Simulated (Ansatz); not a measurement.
System: Ga2O3 (R-3c).

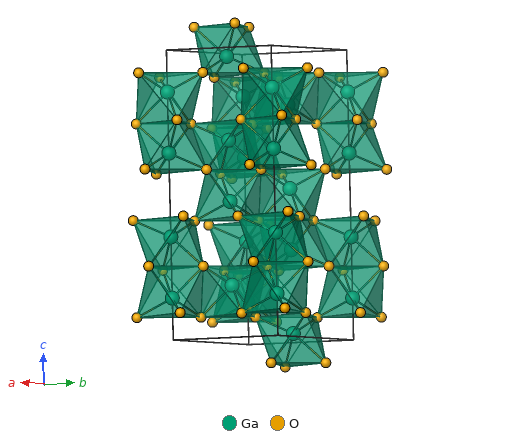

The structure (gallium teal, oxygen orange). Some periodic images of atoms are drawn too.

Symmetry: R-3c, No. 167, trigonal system. The conventional cell has a = 4.997 Å, b = 4.997 Å, c = 13.451 Å, α = 90.00°, β = 90.00°, γ = 120.00°. Nearest to Ga lie 6 O at 1.93 to 2.08 Å. O has 4 Ga at 1.93 to 2.08 Å nearest. Farther neighbours and most contacts between anions are not listed.

```xyz
10
Lattice="2.4987 1.4426 4.4835 -2.4987 1.4426 4.4835 0.0000 -2.8852 4.4835" Properties=species:S:1:pos:R:3 pbc="T T T"
Ga    0.0000    0.0000   11.5082
Ga    0.0000    0.0000    8.6678
Ga    0.0000    0.0000    1.9425
Ga    0.0000    0.0000    4.7829
O     0.7575    1.5732    5.6044
O     0.9837   -1.4426    5.6044
O    -1.7412   -0.1306    5.6044
O    -0.7575   -1.5732    7.8462
O     1.7412    0.1306    7.8462
O    -0.9837    1.4426    7.8462
```

The cell and positions are those that the Materials Project relaxed with its own functionals (PBE, PBE+U or r2SCAN), kept fixed. This is not the form that Ga2O3 usually takes at ambient conditions. PAW set soft_2, made with PBE.

Gaps computed with Ansatz 0.2.0 without a self-energy: LDA 2.71 eV, PBE 2.79 eV, PBE+SOC 2.79 eV, HSE06 4.55 eV, PBE0 5.26 eV and DDH-PBE0 5.05 eV.

Question: What gap should G0W0 on PBE give (4×4×4 mesh, 445 empty bands, screening to 160 eV, default PAW files)?

About 4.51 eV: on its mesh the run moves the gap from 2.83 eV by +1.72 eV, and the mesh misses the edges by 0.04 eV. Among the scalar-relativistic levels given, HSE06 is nearest (+0.04 eV). Bands and cutoff are finite, so the gap is not at the basis limit. The miss can reach some tenths of an eV and take either sign; the mesh is an error of its own. The many-body steps are scalar-relativistic: spin-orbit coupling is not in them.

[Paths, hosts, dates, memory and timing lines, banners, echoed tables and standing remarks are left out of the program output.]

[Logs are printed without paths, hosts, clocks, repeated set-up lines and the standing remarks that a program may print on its own settings, such as how far it seeks lower states.]

[Runs of the session that timed out or met a known fault of the program may be left out.]

[Cells called generated may have been cut or substituted from an entry of the Crystallography Open Database or the Materials Project.]

[Hosts, paths, dates, database ids (printed as entryN), source tags and the programs' standing remarks are cut or masked in the printed files.]
